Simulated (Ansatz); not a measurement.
Band structure of SnP3 (R-3m, 8 atoms in the cell).

```yaml
crystal:
  lattice:
    - [3.77964, 2.18218, 3.69964]
    - [-3.77964, 2.18218, 3.69964]
    - [0.00000, -4.36435, 3.69964]
  atoms:
    - { symbol: Sn, position: [0.74595, 0.74595, 0.74595] }
    - { symbol: Sn, position: [0.25405, 0.25405, 0.25405] }
    - { symbol: P, position: [0.20089, 0.20089, 0.74082] }
    - { symbol: P, position: [0.79910, 0.79910, 0.25918] }
    - { symbol: P, position: [0.74082, 0.20089, 0.20089] }
    - { symbol: P, position: [0.25918, 0.79910, 0.79910] }
    - { symbol: P, position: [0.20089, 0.74082, 0.20089] }
    - { symbol: P, position: [0.79910, 0.25918, 0.79910] }
```

Computed with PBEsol, PAW files made with PBE (plane waves; Ansatz, a program for electronic structure).

Settings: kpoints.mp_grid.grid = 4 4 4; hamiltonian.xc = pbesol; hamiltonian.pseudopotentials = {kind: paw} (an earlier, softer set of the program's PAW files); scf.occupations.method = gaussian; scf.occupations.width = 0.1 eV; kpoints.band_path.path = [[0.0, 0.0, 0.0], [0.5, 0.0, 0.0], [0.5, 0.39860408, -0.39860408]]; kpoints.band_path.npoints = 8.

The starting cell comes from a database of computed structures (which also holds hypothetical and non-ambient phases and stackings), without a prior relaxation at this level. Its lattice was rescaled by a random factor within 2.5 % of one. The run gives no clean gap (levels at the Fermi energy touch, overlap or are partly filled at this smearing), which alone does not show that the compound is a metal.

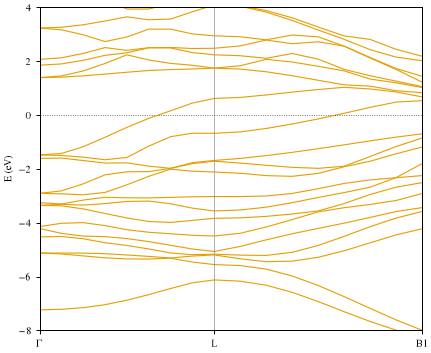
Fig. 1. Bands along the path, energies from the Fermi level.

Levels in eV from the Fermi level, bands 26 to 33:
```json
[
 {"point": "Γ", "26": "-2.91", "27": "-2.91", "28": "-1.61", "29": "-1.48", "30": "-1.48", "31": "1.39", "32": "1.39", "33": "1.86"},
 {"point": "L", "26": "-2.11", "27": "-1.71", "28": "-1.68", "29": "-0.67", "30": "0.62", "31": "1.74", "32": "1.75", "33": "2.24"},
 {"point": "B1", "26": "-1.19", "27": "-0.85", "28": "-0.69", "29": "0.54", "30": "0.68", "31": "0.83", "32": "1.03", "33": "1.06"}
]
```

Bands cross the Fermi level along this path, so the cell is metallic at this level.

Keys are those of Ansatz 0.2.
